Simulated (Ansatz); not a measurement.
**Nudged elastic band, with input and output: BH4Br**

The run: nudged elastic band of BH4Br. Method and program: RKS revPBE/def2-TZVP (Ansatz 0.2.0).

It belongs to a series of runs on one base structure; here: band between the two ends.

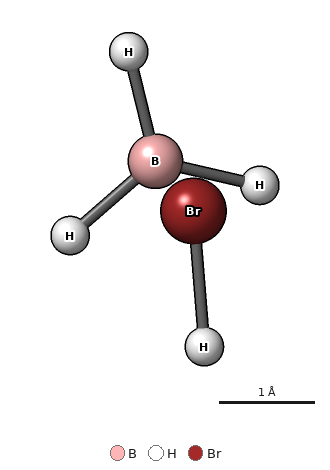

*The starting structure (ball-and-stick view, seen at an oblique angle).*

Bond lengths as drawn: Br–H 1.44 Å and B–H 1.20 to 1.21 Å.

The input
```yaml
crystal:
  periodic: [false, false, false]
  atoms:
    - { symbol: B, position_ang: [0.025885, 0.145055, 0.005334] }
    - { symbol: H, position_ang: [0.195004, 0.768443, 1.022432] }
    - { symbol: H, position_ang: [0.927887, 0.100119, -0.795164] }
    - { symbol: H, position_ang: [-1.096138, -0.061884, -0.379212] }
    - { symbol: Br, position_ang: [0.481804, -2.042475, 0.899798] }
    - { symbol: H, position_ang: [-0.398442, -1.994558, 2.036012] }
basis:
  gaussian: { orbitals: def2-TZVP }
hamiltonian:
  xc: revpbe
neb:
  order_check: false
  images: 7
  f_tol: 0.05
  max_iterations: 60
  optimiser: fire
  climbing: true
  final_atoms:
    - { symbol: B, position_ang: [0.14276162, -0.63597494, -0.83169049] }
    - { symbol: H, position_ang: [-0.34520848, 0.48007432, 2.99442769] }
    - { symbol: H, position_ang: [1.07565213, 0.10511775, -0.72282658] }
    - { symbol: H, position_ang: [-1.00041586, -0.2861302, -0.87754254] }
    - { symbol: Br, position_ang: [0.50391389, -2.50782075, -0.94420766] }
    - { symbol: H, position_ang: [-0.2407033, -0.24056618, 3.17103958] }
  initial_path:
    images:
      - { positions_ang: [[0.025885, 0.145055, 0.005334], [0.195004, 0.768443, 1.022432], [0.927887, 0.100119, -0.795164], [-1.096138, -0.061884, -0.379212], [0.481804, -2.042475, 0.899798], [-0.398442, -1.994558, 2.036012]] }
      - { positions_ang: [[0.00635428, 0.10728315, 0.00371298], [0.14105273, 0.57677578, 1.1514513], [0.93649514, 0.09426369, -0.75072712], [-1.09487533, -0.07011171, -0.42806412], [0.42261688, -2.08308927, 0.86034652], [-0.27564369, -1.71042164, 1.95248044]] }
      - { positions_ang: [[-0.01317643, 0.06951131, 0.00209195], [0.08710145, 0.38510856, 1.28047061], [0.94510327, 0.08840838, -0.70629023], [-1.09361267, -0.07833941, -0.47691624], [0.36342976, -2.12370354, 0.82089504], [-0.15284539, -1.42628529, 1.86894887]] }
      - { positions_ang: [[-0.03270715, 0.03173946, 0.00047093], [0.03315018, 0.19344133, 1.40948991], [0.95371141, 0.08255307, -0.66185335], [-1.09235, -0.08656712, -0.52576835], [0.30424264, -2.16431781, 0.78144356], [-0.03004708, -1.14214893, 1.78541731]] }
      - { positions_ang: [[-0.05223787, -0.00603239, -0.0011501], [-0.02080109, 0.00177411, 1.53850921], [0.96231954, 0.07669776, -0.61741647], [-1.09108733, -0.09479483, -0.57462047], [0.24505552, -2.20493208, 0.74199208], [0.09275122, -0.85801258, 1.70188575]] }
      - { positions_ang: [[-0.003488, -0.16351803, -0.2087852], [-0.10190294, 0.12134916, 1.90248883], [0.99065269, 0.08380276, -0.64376899], [-1.06841946, -0.14262867, -0.65035099], [0.30977012, -2.28065425, 0.32044214], [0.00938759, -0.70365098, 2.06917421]] }
      - { positions_ang: [[0.04526187, -0.32100366, -0.4164203], [-0.18300479, 0.24092422, 2.26646845], [1.01898584, 0.09090775, -0.67012152], [-1.04575159, -0.19046251, -0.72608151], [0.37448471, -2.35637642, -0.10110779], [-0.07397604, -0.54928938, 2.43646267]] }
      - { positions_ang: [[0.09401175, -0.4784893, -0.62405539], [-0.26410663, 0.36049927, 2.63044807], [1.04731899, 0.09801275, -0.69647405], [-1.02308372, -0.23829635, -0.80181202], [0.4391993, -2.43209858, -0.52265773], [-0.15733967, -0.39492778, 2.80375112]] }
      - { positions_ang: [[0.14276162, -0.63597494, -0.83169049], [-0.34520848, 0.48007432, 2.99442769], [1.07565213, 0.10511775, -0.72282658], [-1.00041586, -0.2861302, -0.87754254], [0.50391389, -2.50782075, -0.94420766], [-0.2407033, -0.24056618, 3.17103958]] }
```

Launch command:
```bash
ansatz run input.yaml --threads 2 --pin off --max-ram 3072MiB --backend cpu --events-out ev --progress --plain --runs-dir out
```

Output
```
Engine: ansatz 0.2.0, x86_64-unknown-linux-gnu
Functional definition: revPBE
  parameter kappa = 1.245
  parameter beta = 0.06672455060314922
  exchange = pbe_x(kappa = kappa, mu = beta*pi^2/3)
  correlation = pbe_c(beta = beta)
721 factors; their error is unknown
mean field evaluation 1: about -70775.3242 eV, gradient 4.1e1 eV
mean field evaluation 2: about -70754.0366 eV, gradient 7.9e1 eV
mean field evaluation 4: about -70780.6875 eV, gradient 6.7e0 eV
mean field evaluation 8: about -70780.8009 eV, gradient 1.8e-1 eV
mean field evaluation 16: about -70780.8010 eV, gradient 1.6e-5 eV
mean field -70780.80096377 eV, -2601.1464584685 hartree, gradient 1.6e-5 eV, S^2 0.000000; 0 other end points of the search recorded, 0 dependent functions left out
the calculation of the forces begins
reference -70780.80100983 eV, -2601.1464601613 hartree; 22, 22 occupied and 81, 81 virtual orbitals, 721 factors
721 factors; their error is unknown
mean field -70781.45481466 eV, -2601.1704870457 hartree, gradient 3.0e-5 eV, S^2 0.000000; 0 other end points of the search recorded, 0 dependent functions left out
[... from here on the field's lines of each further geometry are left out, up to the last ...]
NEB iter   1: max|band force component| = 4.252e0 eV/Å  barrier→ = 1.4440 eV  barrier← = 2.0979 eV  Δτ_max = 0.0634 Å  (232 SCF iters)
NEB iter   2: max|band force component| = 3.198e0 eV/Å  barrier→ = 1.1984 eV  barrier← = 1.8522 eV  Δτ_max = 0.1090 Å  (204 SCF iters)
NEB iter   3: max|band force component| = 2.351e0 eV/Å  barrier→ = 0.9034 eV  barrier← = 1.5572 eV  Δτ_max = 0.0086 Å  (203 SCF iters)
NEB iter   4: max|band force component| = 1.960e0 eV/Å  barrier→ = 0.8785 eV  barrier← = 1.5323 eV  Δτ_max = 0.0150 Å  (211 SCF iters)
NEB iter   5: max|band force component| = 1.867e0 eV/Å  barrier→ = 0.8281 eV  barrier← = 1.4819 eV  Δτ_max = 0.0219 Å  (209 SCF iters)
NEB iter   6: max|band force component| = 1.722e0 eV/Å  barrier→ = 0.7508 eV  barrier← = 1.4047 eV  Δτ_max = 0.0289 Å  (206 SCF iters)
NEB iter   7: max|band force component| = 1.510e0 eV/Å  barrier→ = 0.6461 eV  barrier← = 1.3000 eV  Δτ_max = 0.0058 Å  (205 SCF iters)
NEB iter   8: max|band force component| = 1.469e0 eV/Å  barrier→ = 0.6224 eV  barrier← = 1.2763 eV  Δτ_max = 0.0116 Å  (185 SCF iters)
NEB iter   9: max|band force component| = 1.385e0 eV/Å  barrier→ = 0.5754 eV  barrier← = 1.2292 eV  Δτ_max = 0.0175 Å  (210 SCF iters)
NEB iter  10: max|band force component| = 1.254e0 eV/Å  barrier→ = 0.5057 eV  barrier← = 1.1596 eV  Δτ_max = 0.0231 Å  (209 SCF iters)
NEB iter  11: max|band force component| = 1.066e0 eV/Å  barrier→ = 0.4158 eV  barrier← = 1.0696 eV  Δτ_max = 0.0050 Å  (210 SCF iters)
NEB iter  12: max|band force component| = 1.036e0 eV/Å  barrier→ = 0.3961 eV  barrier← = 1.0500 eV  Δτ_max = 0.0099 Å  (159 SCF iters)
NEB iter  13: max|band force component| = 9.993e-1 eV/Å  barrier→ = 0.3578 eV  barrier← = 1.0116 eV  Δτ_max = 0.0145 Å  (185 SCF iters)
NEB iter  14: max|band force component| = 9.345e-1 eV/Å  barrier→ = 0.3192 eV  barrier← = 0.9730 eV  Δτ_max = 0.0188 Å  (203 SCF iters)
NEB iter  15: max|band force component| = 8.599e-1 eV/Å  barrier→ = 0.3063 eV  barrier← = 0.9601 eV  Δτ_max = 0.0227 Å  (202 SCF iters)
NEB iter  16: max|band force component| = 7.594e-1 eV/Å  barrier→ = 0.2912 eV  barrier← = 0.9450 eV  Δτ_max = 0.0263 Å  (192 SCF iters)
NEB iter  17: max|band force component| = 6.944e-1 eV/Å  barrier→ = 0.2746 eV  barrier← = 0.9284 eV  Δτ_max = 0.0326 Å  (193 SCF iters)
NEB iter  18: max|band force component| = 6.484e-1 eV/Å  barrier→ = 0.2556 eV  barrier← = 0.9094 eV  Δτ_max = 0.0394 Å  (207 SCF iters)
NEB iter  19: max|band force component| = 6.101e-1 eV/Å  barrier→ = 0.2354 eV  barrier← = 0.8892 eV  Δτ_max = 0.0037 Å  (208 SCF iters)
NEB iter  20: max|band force component| = 6.054e-1 eV/Å  barrier→ = 0.2333 eV  barrier← = 0.8871 eV  Δτ_max = 0.0074 Å  (157 SCF iters)
NEB iter  21: max|band force component| = 5.971e-1 eV/Å  barrier→ = 0.2292 eV  barrier← = 0.8830 eV  Δτ_max = 0.0110 Å  (179 SCF iters)
NEB iter  22: max|band force component| = 5.871e-1 eV/Å  barrier→ = 0.2234 eV  barrier← = 0.8772 eV  Δτ_max = 0.0036 Å  (185 SCF iters)
NEB iter  23: max|band force component| = 5.842e-1 eV/Å  barrier→ = 0.2216 eV  barrier← = 0.8755 eV  Δτ_max = 0.0072 Å  (147 SCF iters)
NEB iter  24: max|band force component| = 5.788e-1 eV/Å  barrier→ = 0.2183 eV  barrier← = 0.8721 eV  Δτ_max = 0.0109 Å  (176 SCF iters)
NEB iter  25: max|band force component| = 5.715e-1 eV/Å  barrier→ = 0.2134 eV  barrier← = 0.8673 eV  Δτ_max = 0.0145 Å  (184 SCF iters)
NEB iter  26: max|band force component| = 5.628e-1 eV/Å  barrier→ = 0.2075 eV  barrier← = 0.8613 eV  Δτ_max = 0.0181 Å  (180 SCF iters)
NEB iter  27: max|band force component| = 5.525e-1 eV/Å  barrier→ = 0.2006 eV  barrier← = 0.8545 eV  Δτ_max = 0.0217 Å  (188 SCF iters)
NEB iter  28: max|band force component| = 5.396e-1 eV/Å  barrier→ = 0.1935 eV  barrier← = 0.8473 eV  Δτ_max = 0.0283 Å  (188 SCF iters)
NEB iter  29: max|band force component| = 5.198e-1 eV/Å  barrier→ = 0.1857 eV  barrier← = 0.8395 eV  Δτ_max = 0.0040 Å  (196 SCF iters)
NEB iter  30: max|band force component| = 5.092e-1 eV/Å  barrier→ = 0.1848 eV  barrier← = 0.8387 eV  Δτ_max = 0.0080 Å  (146 SCF iters)
NEB iter  31: max|band force component| = 3.421e-1 eV/Å  barrier→ = 0.1833 eV  barrier← = 0.8371 eV  CI = image 3  Δτ_max = 0.0075 Å  (167 SCF iters)
NEB iter  32: max|band force component| = 3.304e-1 eV/Å  barrier→ = 0.1815 eV  barrier← = 0.8354 eV  CI = image 3  Δτ_max = 0.0099 Å  (184 SCF iters)
NEB iter  33: max|band force component| = 3.151e-1 eV/Å  barrier→ = 0.1798 eV  barrier← = 0.8336 eV  CI = image 3  Δτ_max = 0.0120 Å  (189 SCF iters)
NEB iter  34: max|band force component| = 2.964e-1 eV/Å  barrier→ = 0.1782 eV  barrier← = 0.8321 eV  CI = image 3  Δτ_max = 0.0142 Å  (189 SCF iters)
NEB iter  35: max|band force component| = 2.748e-1 eV/Å  barrier→ = 0.1769 eV  barrier← = 0.8307 eV  CI = image 3  Δτ_max = 0.0181 Å  (196 SCF iters)
NEB iter  36: max|band force component| = 2.478e-1 eV/Å  barrier→ = 0.1757 eV  barrier← = 0.8295 eV  CI = image 3  Δτ_max = 0.0227 Å  (194 SCF iters)
NEB iter  37: max|band force component| = 2.147e-1 eV/Å  barrier→ = 0.1747 eV  barrier← = 0.8286 eV  CI = image 3  Δτ_max = 0.0021 Å  (196 SCF iters)
NEB iter  38: max|band force component| = 2.099e-1 eV/Å  barrier→ = 0.1747 eV  barrier← = 0.8286 eV  CI = image 3  Δτ_max = 0.0042 Å  (138 SCF iters)
NEB iter  39: max|band force component| = 2.005e-1 eV/Å  barrier→ = 0.1747 eV  barrier← = 0.8285 eV  CI = image 3  Δτ_max = 0.0062 Å  (158 SCF iters)
NEB iter  40: max|band force component| = 1.869e-1 eV/Å  barrier→ = 0.1747 eV  barrier← = 0.8285 eV  CI = image 3  Δτ_max = 0.0081 Å  (157 SCF iters)
NEB iter  41: max|band force component| = 1.696e-1 eV/Å  barrier→ = 0.1747 eV  barrier← = 0.8285 eV  CI = image 3  Δτ_max = 0.0098 Å  (175 SCF iters)
NEB iter  42: max|band force component| = 1.496e-1 eV/Å  barrier→ = 0.1746 eV  barrier← = 0.8285 eV  CI = image 3  Δτ_max = 0.0112 Å  (183 SCF iters)
NEB iter  43: max|band force component| = 1.278e-1 eV/Å  barrier→ = 0.1746 eV  barrier← = 0.8285 eV  CI = image 3  Δτ_max = 0.0138 Å  (183 SCF iters)
NEB iter  44: max|band force component| = 1.029e-1 eV/Å  barrier→ = 0.1746 eV  barrier← = 0.8285 eV  CI = image 3  Δτ_max = 0.0163 Å  (190 SCF iters)
NEB iter  45: max|band force component| = 8.429e-2 eV/Å  barrier→ = 0.1746 eV  barrier← = 0.8285 eV  CI = image 3  Δτ_max = 0.0186 Å  (188 SCF iters)
NEB iter  46: max|band force component| = 8.118e-2 eV/Å  barrier→ = 0.1746 eV  barrier← = 0.8285 eV  CI = image 3  Δτ_max = 0.0202 Å  (187 SCF iters)
NEB iter  47: max|band force component| = 7.754e-2 eV/Å  barrier→ = 0.1746 eV  barrier← = 0.8285 eV  CI = image 3  Δτ_max = 0.0208 Å  (189 SCF iters)
NEB iter  48: max|band force component| = 7.297e-2 eV/Å  barrier→ = 0.1746 eV  barrier← = 0.8284 eV  CI = image 3  Δτ_max = 0.0241 Å  (188 SCF iters)
NEB iter  49: max|band force component| = 6.689e-2 eV/Å  barrier→ = 0.1745 eV  barrier← = 0.8284 eV  CI = image 3  Δτ_max = 0.0020 Å  (196 SCF iters)
NEB iter  50: max|band force component| = 6.496e-2 eV/Å  barrier→ = 0.1745 eV  barrier← = 0.8284 eV  CI = image 3  Δτ_max = 0.0041 Å  (138 SCF iters)
NEB iter  51: max|band force component| = 6.195e-2 eV/Å  barrier→ = 0.1745 eV  barrier← = 0.8283 eV  CI = image 3  Δτ_max = 0.0060 Å  (157 SCF iters)
NEB iter  52: max|band force component| = 5.876e-2 eV/Å  barrier→ = 0.1744 eV  barrier← = 0.8283 eV  CI = image 3  Δτ_max = 0.0079 Å  (159 SCF iters)
NEB iter  53: max|band force component| = 5.569e-2 eV/Å  barrier→ = 0.1744 eV  barrier← = 0.8282 eV  CI = image 3  Δτ_max = 0.0097 Å  (168 SCF iters)
NEB iter  54: max|band force component| = 5.267e-2 eV/Å  barrier→ = 0.1743 eV  barrier← = 0.8282 eV  CI = image 3  Δτ_max = 0.0114 Å  (180 SCF iters)
the calculation of the forces begins
reference -70781.44889888 eV, -2601.1702696447 hartree; 22, 22 occupied and 81, 81 virtual orbitals, 721 factors
721 factors; their error is unknown
mean field evaluation 2720: about -70780.6267 eV, gradient 7.1e-4 eV
mean field -70780.62667466 eV, -2601.1400534617 hartree, gradient 1.7e-5 eV, S^2 0.000000; 1 other end points of the search recorded, 0 dependent functions left out
the calculation of the forces begins
reference -70780.62671985 eV, -2601.1400551224 hartree; 22, 22 occupied and 81, 81 virtual orbitals, 721 factors
NEB iter  55: max|band force component| = 4.935e-2 eV/Å  barrier→ = 0.1743 eV  barrier← = 0.8281 eV  CI = image 3  Δτ_max = 0.0000 Å  (380 SCF iters)
```

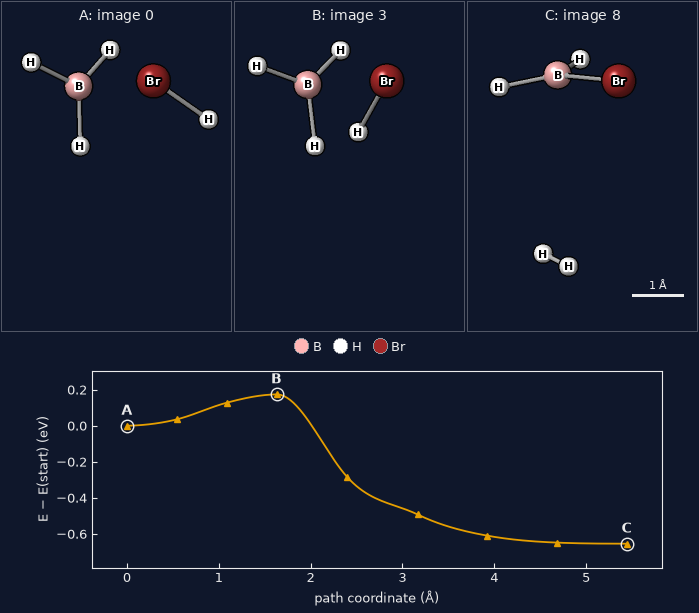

*Images of the last band (counted from 0; ball-and-stick, seen at an oblique angle) above the energy along the path; the line is a cubic interpolation that uses the forces.*

The highest image is number 3, 0.174 eV above the start and 0.828 eV above the end (the climbing image); the end lies 0.654 eV below the start. The path is 5.44 Å long. The band converged in 55 iterations.

```
Total energy: -70780.62671985 eV, -2601.1400551224 hartree
Atom 0 at    -0.040698    -0.002636     0.106827 Å, force    -0.002688     0.003283    -0.001188 eV/Å
Atom 1 at    -0.046604     0.380190     1.278746 Å, force    -0.003323     0.001843    -0.002423 eV/Å
Atom 2 at     0.994300     0.115749    -0.481372 Å, force    -0.001721    -0.000870     0.002000 eV/Å
Atom 3 at    -1.109710    -0.111250    -0.419033 Å, force     0.002370     0.002022    -0.001711 eV/Å
Atom 4 at     0.238833    -2.418496     0.841508 Å, force    -0.002473     0.000000     0.002134 eV/Å
Atom 5 at     0.099879    -1.048857     1.462525 Å, force     0.007836    -0.006279     0.001188 eV/Å
Dipole moment:     0.003999    -0.007246     0.136798 e Å
this run last wrote the band of iteration 55 to [file]
```

The last band as extended XYZ (Å, eV, eV/Å)
```
6
Properties=species:S:1:pos:R:3:forces:R:3 image=0 energy=-70780.80096
B     0.0259    0.1451    0.0053   -0.0042   0.0069   0.0075
H     0.1950    0.7684    1.0224    0.0083   0.0106  -0.0052
H     0.9279    0.1001   -0.7952   -0.0014  -0.0011  -0.0037
H    -1.0961   -0.0619   -0.3792   -0.0059   0.0017  -0.0049
Br    0.4818   -2.0425    0.8998    0.0051  -0.0083   0.0158
H    -0.3984   -1.9946    2.0360   -0.0018  -0.0098  -0.0096
6
Properties=species:S:1:pos:R:3:forces:R:3 image=1 energy=-70780.76540
B     0.0021    0.1235   -0.0024    0.0037   0.0026  -0.0140
H     0.0701    0.6021    1.1028    0.0066   0.0293  -0.0255
H     0.9774    0.1593   -0.7056   -0.0007  -0.0002  -0.0230
H    -1.0825   -0.0532   -0.4922    0.0029   0.0132  -0.0182
Br    0.3134   -2.2157    0.8153    0.0036   0.0643  -0.0171
H    -0.1445   -1.7014    2.0714   -0.0160  -0.1094   0.0977
6
Properties=species:S:1:pos:R:3:forces:R:3 image=2 energy=-70780.67309
B    -0.0342    0.1138    0.0351   -0.0031   0.0300  -0.0189
H    -0.0182    0.5129    1.1782   -0.0043   0.0268  -0.0231
H     0.9858    0.1468   -0.5957   -0.0031   0.0090  -0.0243
H    -1.0961   -0.0723   -0.4917    0.0032   0.0136  -0.0291
Br    0.2471   -2.4169    0.8474   -0.0026   0.0058  -0.0161
H     0.0516   -1.3696    1.8160    0.0099  -0.0852   0.1115
6
Properties=species:S:1:pos:R:3:forces:R:3 image=3 energy=-70780.62668
B    -0.0407   -0.0026    0.1068   -0.0027   0.0033  -0.0012
H    -0.0466    0.3802    1.2787   -0.0033   0.0018  -0.0024
H     0.9943    0.1157   -0.4814   -0.0017  -0.0009   0.0020
H    -1.1097   -0.1113   -0.4190    0.0024   0.0020  -0.0017
Br    0.2388   -2.4185    0.8415   -0.0025   0.0000   0.0021
H     0.0999   -1.0489    1.4625    0.0078  -0.0063   0.0012
6
Properties=species:S:1:pos:R:3:forces:R:3 image=4 energy=-70781.08552
B     0.0016   -0.4046    0.0890    0.0413  -0.3933  -0.0369
H    -0.0393    0.2749    1.3606    0.0061  -0.0803   0.0452
H     0.9884    0.1214   -0.3446   -0.0041  -0.0221   0.1055
H    -1.0958   -0.1120   -0.2956    0.0127  -0.0207   0.0996
Br    0.2366   -2.4184    0.4771   -0.0088   0.0195  -0.2563
H     0.0445   -0.5467    1.5028   -0.0472   0.4969   0.0430
6
Properties=species:S:1:pos:R:3:forces:R:3 image=5 energy=-70781.29262
B     0.0367   -0.5396   -0.1943    0.0118  -0.0626  -0.1052
H    -0.1231    0.3192    1.7824   -0.0078   0.0426   0.1110
H     1.0072    0.1508   -0.3078    0.0047  -0.0272  -0.0211
H    -1.0839   -0.1467   -0.3403    0.0035  -0.0287  -0.0212
Br    0.3063   -2.4482   -0.0302    0.0032  -0.0178  -0.1016
H    -0.0072   -0.4209    1.8794   -0.0154   0.0936   0.1380
6
Properties=species:S:1:pos:R:3:forces:R:3 image=6 energy=-70781.41041
B     0.0704   -0.5414   -0.4597    0.0045  -0.0151  -0.0261
H    -0.1945    0.3021    2.2542   -0.0040   0.0151   0.0511
H     1.0294    0.1730   -0.5013   -0.0021  -0.0150  -0.0028
H    -1.0598   -0.1624   -0.5617    0.0057  -0.0151  -0.0070
Br    0.3665   -2.4205   -0.2476    0.0046  -0.0148  -0.0641
H    -0.0760   -0.4361    2.3054   -0.0087   0.0449   0.0489
6
Properties=species:S:1:pos:R:3:forces:R:3 image=7 energy=-70781.44885
B     0.1056   -0.5686   -0.6729    0.0014  -0.0026  -0.0041
H    -0.2638    0.3508    2.6402   -0.0009  -0.0005   0.0150
H     1.0534    0.1613   -0.6698    0.0001  -0.0028  -0.0010
H    -1.0301   -0.2061   -0.7721    0.0003  -0.0026  -0.0016
Br    0.4286   -2.4448   -0.5137    0.0013  -0.0033  -0.0135
H    -0.1577   -0.3779    2.7774   -0.0021   0.0118   0.0052
6
Properties=species:S:1:pos:R:3:forces:R:3 image=8 energy=-70781.45482
B     0.1428   -0.6360   -0.8317   -0.0013   0.0078  -0.0024
H    -0.3452    0.4801    2.9944    0.0017  -0.0123   0.0039
H     1.0757    0.1051   -0.7228    0.0002  -0.0027   0.0009
H    -1.0004   -0.2861   -0.8775    0.0006  -0.0027   0.0009
Br    0.5039   -2.5078   -0.9442    0.0005  -0.0027   0.0003
H    -0.2407   -0.2406    3.1710   -0.0018   0.0126  -0.0036
```

Results in brief

```json
{"quantity": "outcome", "value": "converged"}
{"quantity": "barrier, forward", "value": "0.174 eV"}
{"quantity": "barrier, backward", "value": "0.828 eV"}
{"quantity": "hardware", "value": "2 threads of Intel Xeon @ 2.50GHz (Skylake/Cascade Lake), 32 GiB of memory available, shared host"}
{"quantity": "wall time", "value": "12 min (CPU time 22 min)"}
{"quantity": "peak memory", "value": "0.18 GiB"}
```

Remarks

The order of the saddle point was not checked.
